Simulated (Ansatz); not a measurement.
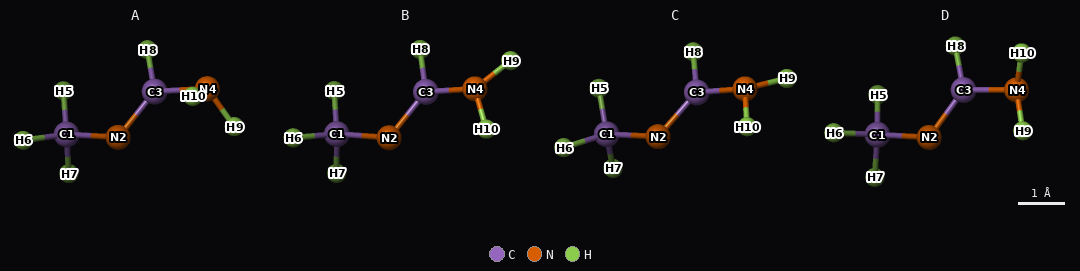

4 geometries from a converged minimum-energy path of C2H6N2, shuffled. The picture is a ball-and-stick view, seen at a tilt.

Theory: RKS PBE-D4/def2-SVP in Ansatz 0.2.0. Settings: 5 movable images; climbing image; force threshold 0.05 eV/Å; iteration limit 60; starting path by image-dependent pair potential.

Which of them lies highest in energy?

A. In order along the path, whose images run from 0 to 6: B (image 0, 0.0 kcal/mol), C (image 1, +1.5 kcal/mol), A (image 3, +13.0 kcal/mol), D (image 5, +1.5 kcal/mol). The motion is a rotation about the C3–N4 bond by about 165°. No bond forms or breaks between the ends. Among the angles between lasting bonds that change up to the highest image: H9–N4–H10 116.0° → 103.4°, C3–N4–H9 118.1° → 107.7°.

The run took 2.5 min on 1 thread of Arm Neoverse N1, with other jobs on the host, peak memory 0.25 GiB.
